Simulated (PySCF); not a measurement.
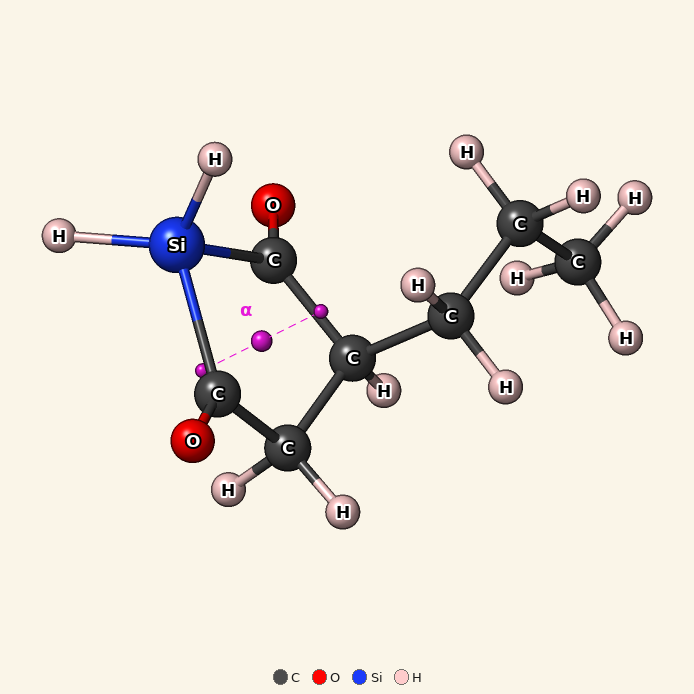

The small points mark where nucleus-independent chemical shifts (NICS) were computed: at the centre of each lettered ring and 1 Å above and below it. The computed structure is the end point of a GFN2-xTB optimisation. No frequency run is at hand to confirm it as a minimum. Method: GIAO PBE0/pcSseg-1 NMR shielding, non-relativistic, gas phase (PySCF 2.14.0).

Give NICS(0), NICS(1) and the out-of-plane component NICS(1)zz for each ring (means of the two sides).

```
ring  members  NICS(0)  NICS(1)  NICS(1)zz
   α     C4Si      7.4     −0.4       −2.5
```

Values in ppm.

What do the values say about the ring currents?

Ring α: weak, as in a non-aromatic ring. NICS is one index among several.

The geometry is semi-empirical. Around Si such bond lengths and angles can be off by a tenth of an ångström or more and by several degrees, and values that hang on the shape move with them.
